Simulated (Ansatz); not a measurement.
# One shape, several levels: BNH2F (SMILES N[B]F)

We compute a comparison of 6 runs (UHF/STO-3G, UPBE/STO-3G, USVWN5/STO-3G, RPA@PBE/STO-3G, UCCSDT/STO-3G, UCCSD(T)/STO-3G) of BNH2F. 

The calculation is run with Ansatz 0.2.0.

78 further runs of the same task are left out: 78 set aside as unsound or not needed.

## (1) The structure to begin with

The species is BNH2F (5 atoms), meant as a doublet with charge 0. As SMILES, `N[B]F`. The H4–N1 distance was set to 1.254 Å, away from the relaxed value.

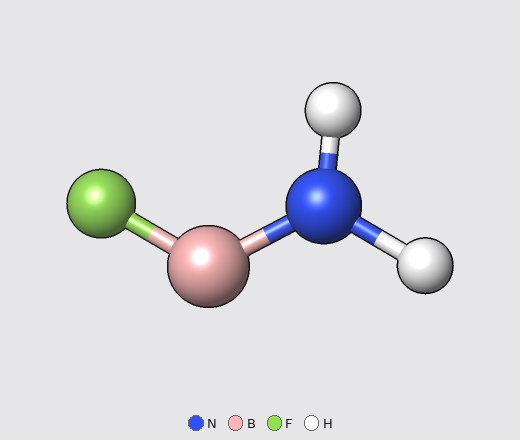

The structure, seen from a chosen angle (nitrogen blue, boron pink, fluorine green, hydrogen white).

## (2) A single-point energy at UHF/STO-3G (run 1)

The input, molecule.yaml:

```yaml
basis:
  gaussian:
    orbitals: STO-3G
crystal:
  periodic: [false, false, false]
  atoms:
    - {symbol: "N", position_ang: [-0.139124, 0.275251, -0.119899]}
    - {symbol: B, position_ang: [0.432876, -0.914049, 0.297701]}
    - {symbol: F, position_ang: [1.362576, -0.966449, 1.239001]}
    - {symbol: H, position_ang: [-1.019600, 0.322000, -1.012000]}
    - {symbol: H, position_ang: [0.117576, 1.172351, 0.267301]}
magnetization:
  spin_polarized: true
  initial_magnetization: 1
hamiltonian:
  xc: hf
accuracy: high
```

The run is started by

```
$ ansatz run molecule.yaml --threads 1 --pin off --max-ram 2610MiB --events-out events.jsonl --progress --plain --runs-dir runs
```

The log of the run:

```text
Warning: RAYON_NUM_THREADS=1 ignored (pool sized by the plan → 1); use --threads N
Functional definition: HF
  name "HF"
  exchange = exact_x
  correlation = 0
295 factors; integrals over basis functions are off by at most 4.7e-8 eV
mean field evaluation 1: about -4822.2427 eV, gradient 1.3e1 eV
mean field evaluation 2: about -4822.3209 eV, gradient 1.3e1 eV
mean field evaluation 4: about -4824.0574 eV, gradient 1.8e0 eV
mean field evaluation 8: about -4824.1182 eV, gradient 1.1e-3 eV
mean field -4824.11678047 eV, -177.2830217785 hartree, gradient 2.3e-8 eV, S^2 0.755340; 0 other end points of the search recorded, 0 dependent functions left out
reference -4824.11678047 eV, -177.2830217785 hartree; 12, 11 occupied and 5, 6 virtual orbitals, 295 factors
Total energy: -4824.11678047 eV, -177.2830217785 hartree
```

It took 0.08 s on 1 thread of Arm Neoverse V2, shared host.

## (3) A single-point energy at UPBE/STO-3G (run 2)

Edit molecule.yaml of step 2 so:

```diff
@@ -1,4 +1 @@
-basis:
-  gaussian:
-    orbitals: STO-3G
 crystal:
@@ -11,7 +8,6 @@
     - {symbol: H, position_ang: [0.117576, 1.172351, 0.267301]}
-magnetization:
-  spin_polarized: true
-  initial_magnetization: 1
-hamiltonian:
-  xc: hf
+basis:
+  gaussian: {orbitals: STO-3G}
+hamiltonian: {xc: {name: PBE}}
 accuracy: high
+magnetization: {spin_polarized: true, initial_magnetization: 1}
```

The run is started by

```
$ ansatz run molecule.yaml --threads 1 --pin off --max-ram 2610MiB --events-out events.jsonl --progress --plain --runs-dir runs
```

The log of the run:

```text
Warning: RAYON_NUM_THREADS=1 ignored (pool sized by the plan → 1); use --threads N
Functional definition: PBE
  name "PBE"
  parameter kappa = 0.804
  parameter beta = 0.06672455060314922
  exchange = pbe_x(kappa = kappa, mu = beta*pi^2/3)
  correlation = pbe_c(beta = beta)
295 factors; integrals over basis functions are off by at most 4.7e-8 eV
mean field evaluation 1: about -4840.6902 eV, gradient 1.2e1 eV
mean field evaluation 2: about -4838.7776 eV, gradient 2.2e1 eV
mean field evaluation 4: about -4841.5485 eV, gradient 1.1e0 eV
mean field evaluation 8: about -4841.4868 eV, gradient 2.0e-2 eV
mean field evaluation 16: about -4841.4868 eV, gradient 1.6e-6 eV
mean field -4841.48677043 eV, -177.9213571358 hartree, gradient 5.3e-8 eV, S^2 0.752843; 0 other end points of the search recorded, 0 dependent functions left out
reference -4841.48677221 eV, -177.9213572010 hartree; 12, 11 occupied and 5, 6 virtual orbitals, 295 factors
Total energy: -4841.48677221 eV, -177.9213572010 hartree
```

It took 1.4 s on 1 thread of Arm Neoverse V2, shared host; peak memory 0.12 GiB.

Runs 3 to 5 aren't shown in full; the table further down has their settings and results.

## (4) A single-point energy at UCCSD(T)/STO-3G (run 6)

The input, molecule.yaml:

```yaml
crystal:
  periodic: [false, false, false]
  atoms:
    - symbol: "N"
      position_ang: [-0.139124, 0.275251, -0.119899]
    - symbol: B
      position_ang: [0.432876, -0.914049, 0.297701]
    - symbol: F
      position_ang: [1.362576, -0.966449, 1.239001]
    - symbol: H
      position_ang: [-1.019600, 0.322000, -1.012000]
    - symbol: H
      position_ang: [0.117576, 1.172351, 0.267301]
basis:
  gaussian:
    orbitals: STO-3G
magnetization:
  spin_polarized: true
  initial_magnetization: 1
accuracy: high
correlation:
  method: ccsd_t
  frozen_orbitals: {B: 1, F: 1, H: 0, "N": 1}
scf:
  omitted_lower_state_checks: [cluster_reference, increment]
```

The run is started by

```
$ ansatz run molecule.yaml --threads 1 --pin off --max-ram 2610MiB --events-out events.jsonl --progress --plain --runs-dir runs
```

The log of the run:

```text
Warning: RAYON_NUM_THREADS=1 ignored (pool sized by the plan → 1); use --threads N
[... 4 set-up lines as earlier in the session ...]
these checks for a lower state are left out or cut short: cluster_reference, increment
295 factors; integrals over basis functions are off by at most 4.7e-8 eV
mean field evaluation 1: about -4822.2427 eV, gradient 1.3e1 eV
mean field evaluation 2: about -4822.3209 eV, gradient 1.3e1 eV
mean field evaluation 4: about -4824.0574 eV, gradient 1.8e0 eV
mean field evaluation 8: about -4824.1182 eV, gradient 1.1e-3 eV
mean field -4824.11678047 eV, -177.2830217785 hartree, gradient 2.3e-8 eV, S^2 0.755340; 0 other end points of the search recorded, 0 dependent functions left out
3 core orbitals not correlated: weight in the atoms' cores, before any rotation towards them, 1.000 or more for the frozen orbitals, at most 0.000 for the correlated occupied ones
reference -4824.11678047 eV, -177.2830217785 hartree; 9, 8 occupied and 5, 6 virtual orbitals, 295 factors
second order -2.86256500 eV of doubles, -0.00000000 eV of singles
cycle   1  -3.21621753 eV  change   -3.5e-1 eV  update   8.6e-2
cycle   2  -3.49066406 eV  change   -2.7e-1 eV  update   3.0e-2
cycle   3  -3.56967369 eV  change   -7.9e-2 eV  update   1.5e-2
cycle   4  -3.57658145 eV  change   -6.9e-3 eV  update   4.6e-3
cycle   5  -3.57614309 eV  change    4.4e-4 eV  update   2.1e-3
cycle   6  -3.57662069 eV  change   -4.8e-4 eV  update   9.2e-4
cycle   7  -3.57688567 eV  change   -2.6e-4 eV  update   4.4e-4
cycle   8  -3.57691403 eV  change   -2.8e-5 eV  update   1.8e-4
cycle   9  -3.57699292 eV  change   -7.9e-5 eV  update   6.6e-5
cycle  10  -3.57700120 eV  change   -8.3e-6 eV  update   3.0e-5
cycle  11  -3.57699610 eV  change    5.1e-6 eV  update   1.5e-5
cycle  12  -3.57699114 eV  change    5.0e-6 eV  update   4.8e-6
cycle  13  -3.57699359 eV  change   -2.4e-6 eV  update   2.0e-6
cycle  14  -3.57699515 eV  change   -1.6e-6 eV  update   1.0e-6
cycle  15  -3.57699557 eV  change   -4.2e-7 eV  update   4.3e-7
cycle  16  -3.57699547 eV  change    9.5e-8 eV  update   2.0e-7
cycle  17  -3.57699541 eV  change    6.3e-8 eV  update   9.7e-8
cycle  18  -3.57699537 eV  change    3.8e-8 eV  update   4.4e-8
cycle  19  -3.57699535 eV  change    2.1e-8 eV  update   2.3e-8
cycle  20  -3.57699493 eV  change    4.2e-7 eV  update   7.7e-8
cycle  21  -3.57699486 eV  change    7.1e-8 eV  update   2.9e-8
cycle  22  -3.57699482 eV  change    3.7e-8 eV  update   9.8e-9
cycle  23  -3.57699482 eV  change    1.4e-9 eV  update   3.9e-9
cycle  24  -3.57699482 eV  change   8.5e-10 eV  update   1.7e-9
perturbative correction -0.14796571 eV, -0.0054376397 hartree
Total energy: -4827.84174100 eV, -177.4199115531 hartree
Checks for a lower state left out: cluster_reference, increment
```

Run time: 0.2 s. Hardware: 1 thread of Arm Neoverse V2, shared host.

## (5) The series

```csv
run,level,frozen core orbitals,energy (Eh),⟨S²⟩,wall time
1,UHF/STO-3G,–,-177.283022,0.755,0.08 s
2,UPBE/STO-3G,–,-177.921357,0.753,1.4 s
3,USVWN5/STO-3G,–,-176.728437,0.753,0.73 s
4,RPA@PBE/STO-3G,3,-177.490655,0.753,1.6 s
5,UCCSDT/STO-3G,3,-177.420659,0.755,0.93 s
6,UCCSD(T)/STO-3G,3,-177.419912,0.755,0.2 s
```

## (6) Outcome

| quantity | value |
| --- | --- |
| run 6: total energy | -177.41991 Eh |
| run 6: correlation energy (3 core orbitals frozen) | -136.9 mEh |
| run 6: (T) correction | -5.44 mEh |
| run 6: ⟨S²⟩ of the reference determinant | 0.755 |
| run 6: T1 diagnostic | 0.018 |

In words: Below the UHF energy at the same shape and in the same basis (STO-3G): UCCSDT -137.6 mEh; UCCSD(T) -136.9 mEh. Totals of different functionals can't be ranked against each other. In runs 1, 2, 3, 4, 5, 6 the basis is minimal, so the values are rough. All runs together took 4.9 s, the longest 1.6 s.
